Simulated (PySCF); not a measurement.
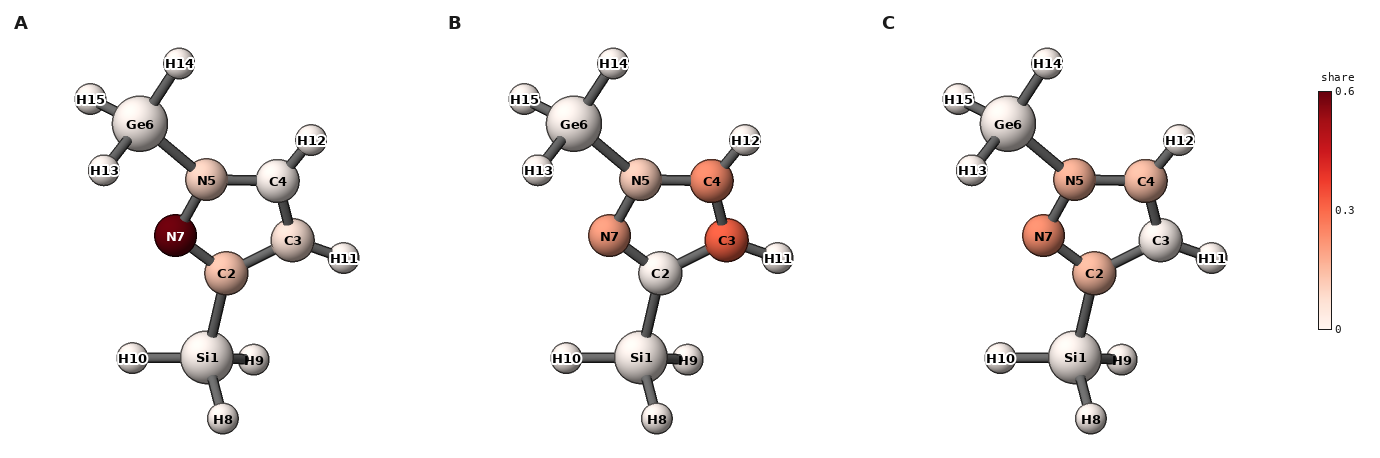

Each panel colours the atoms by their Löwdin share in one orbital (up to four of the largest shares; other atoms are shown as zero). The computed structure is the end point of a GFN2-xTB optimisation. No frequency run is at hand to confirm it as a minimum. Method: B3LYP/def2-SVPD (PySCF 2.14.0).

Question: The panels show the HOMO−2, HOMO, LUMO, in some order. Which is which?

Answer: A: HOMO−2, −7.79 eV; N7 0.59, C2 0.13, N5 0.10, C3 0.06
B: HOMO, −7.02 eV; C3 0.31, C4 0.23, N7 0.20, N5 0.11
C: LUMO, −0.23 eV; N7 0.23, N5 0.16, C2 0.15, C4 0.14

The geometry is semi-empirical. Around Ge, Si such bond lengths and angles can be off by a tenth of an ångström or more and by several degrees, and values that hang on the shape move with them.
